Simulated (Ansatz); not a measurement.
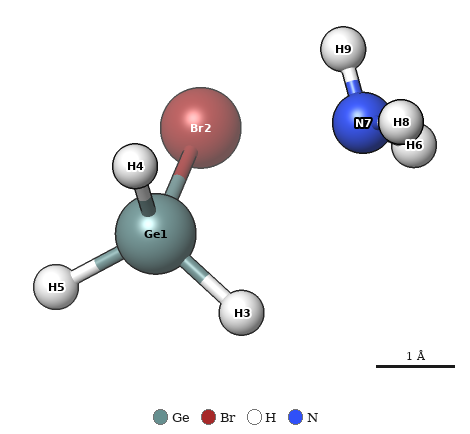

Figure 1. The structure (ball-and-stick view, seen at a tilt; atoms are numbered from 1 in the order of the input). Sticks mark near contacts. Bond lengths as drawn: Br–Ge 2.32 Å, Ge–H 1.53 to 1.54 Å and H–N 1.01 Å.

## Single-point calculation of GeNH6Br

GeNH6Br, computed with RKS PBE0-D4/def2-TZVPP (Ansatz 0.2.0).

The geometry is the reactant side of a reaction. The reaction was set up to form Ge1–N7 and Br2–H6 and to break Ge1–Br2 and H6–N7 (atoms counted from 1 in the order of the input); sticks are drawn by distance alone. The geometry comes from this level: PBE0-D4/def2-TZVP.

Input file
```yaml
crystal:
  periodic: [false, false, false]
  atoms:
    - {symbol: Ge, position_ang: [-0.396541, 0.361210, -1.465718]}
    - {symbol: Br, position_ang: [1.657762, 1.310305, -0.946762]}
    - {symbol: H, position_ang: [-0.261263, -1.157375, -1.374884]}
    - {symbol: H, position_ang: [-1.448881, 0.950530, -0.528670]}
    - {symbol: H, position_ang: [-0.657320, 0.797427, -2.918293]}
    - {symbol: H, position_ang: [1.010782, -1.056687, 1.475206]}
    - {symbol: N, position_ang: [0.142101, -0.543218, 1.562989]}
    - {symbol: H, position_ang: [-0.426724, -1.025111, 2.248478]}
    - {symbol: H, position_ang: [0.380084, 0.363018, 1.947756]}
basis:
  gaussian: {orbitals: def2-TZVPP}
hamiltonian: {xc: pbe0, dispersion: d4}
output: {orbitals: {seedname: orbitals}}
```

Hardware: 4 threads of Arm Neoverse V1, 23 GiB of memory available, shared host.

Run as:
```bash
ansatz run in.yaml --threads 4 --pin off --events-out ev --progress --plain --max-ram 9574MiB
```

Log
```
Functional definition: PBE0
  name "PBE0"
  cite "Adamo & Barone, J. Chem. Phys. 110, 6158 (1999) doi:10.1063/1.478522"
  cite "Perdew, Burke & Ernzerhof, Phys. Rev. Lett. 77, 3865 (1996) doi:10.1103/PhysRevLett.77.3865"
  parent pbe
  parameter a = 0.25
  parameter kappa = 0.804
  parameter beta = 0.06672455060314922
  exchange = (1 - a)*pbe_x(kappa = kappa, mu = beta*pi^2/3) + a*exact_x
  correlation = pbe_c(beta = beta)
1323 factors; their error is unknown
mean field evaluation 1: about -128130.8796 eV, gradient 5.6e1 eV
mean field evaluation 2: about -128125.6114 eV, gradient 7.2e1 eV
mean field evaluation 4: about -128136.3713 eV, gradient 1.8e0 eV
mean field evaluation 8: about -128137.0848 eV, gradient 1.4e-1 eV
mean field -128137.08485205 eV, -4708.9510138772 hartree, gradient 3.7e-5 eV, S^2 0.000000; 0 other end points of the search recorded, 0 dependent functions left out
reference -128137.08488264 eV, -4708.9510150016 hartree; 40, 40 occupied and 171, 171 virtual orbitals, 1323 factors
Total energy: -128137.21921986 eV, -4708.9559518032 hartree
```

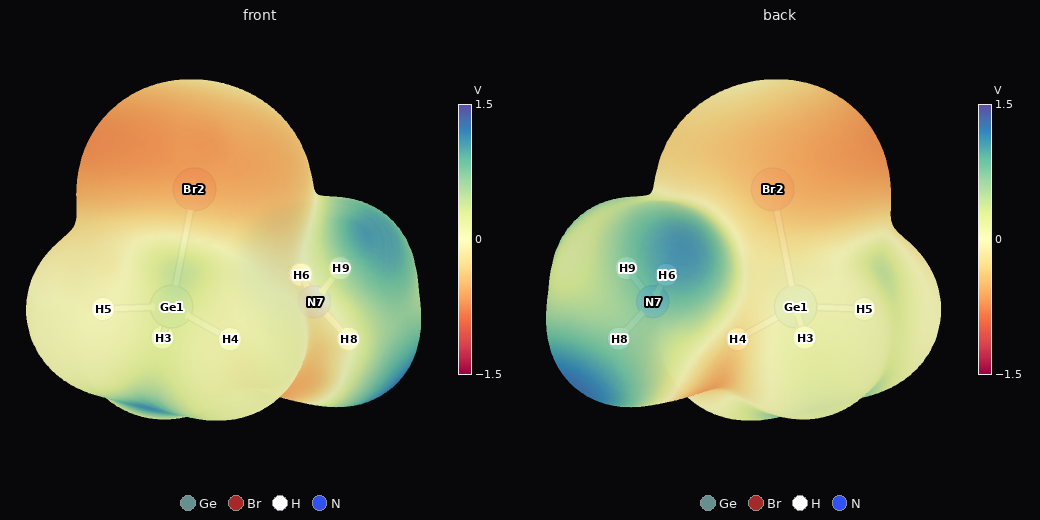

Figure 2. The molecular electrostatic potential painted on the density surface at 0.001 e/bohr³, seen at a tilt and from behind; red is negative and blue positive.

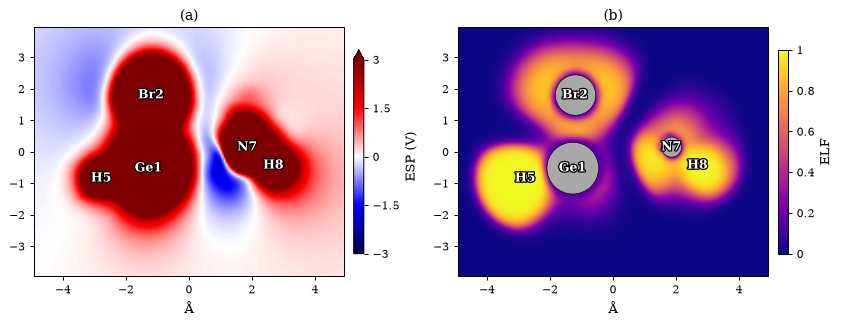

Figure 3. (a) molecular electrostatic potential; (b) ELF on the plane of atoms Br2, Ge1 and H5. Grey discs, where drawn, cover atomic cores. Ge1···N7 (3.21 Å): the ELF is only about 0.05 between them. Ge–Br (2.32 Å): the ELF peaks at about 0.80 in the valence shell of Br, 1.0 Å from its nucleus, and is about 0.75 at the midpoint. Ge–H (1.54 Å): the ELF climbs to about 1 towards the hydrogen.

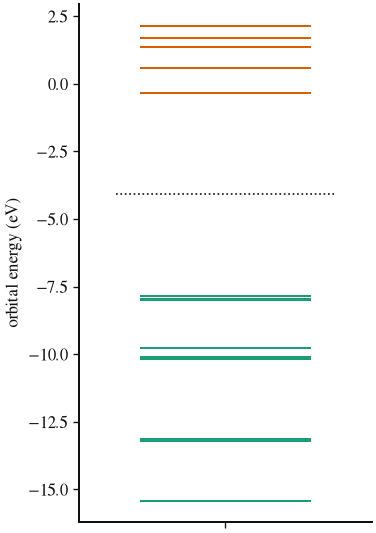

Figure 4. Orbital energies near the frontier; the dotted line parts filled from empty levels, and levels within 0.02 eV of each other stand side by side. Highest filled −7.85 eV, lowest empty −0.33 eV, 7.52 eV apart.

Key numbers

```json
{"quantity": "outcome", "value": "converged"}
{"quantity": "total energy", "value": "−128137.2192 eV"}
{"quantity": "mean-field energy", "value": "−128137.0849 eV"}
{"quantity": "dispersion energy", "value": "−0.1343 eV"}
{"quantity": "SCF solution under orbital rotations", "value": "stable"}
{"quantity": "HOMO", "value": "−7.85 eV"}
{"quantity": "LUMO", "value": "−0.33 eV"}
{"quantity": "wall time", "value": "2.9 s (CPU time 11 s)"}
{"quantity": "peak memory", "value": "0.62 GiB"}
```
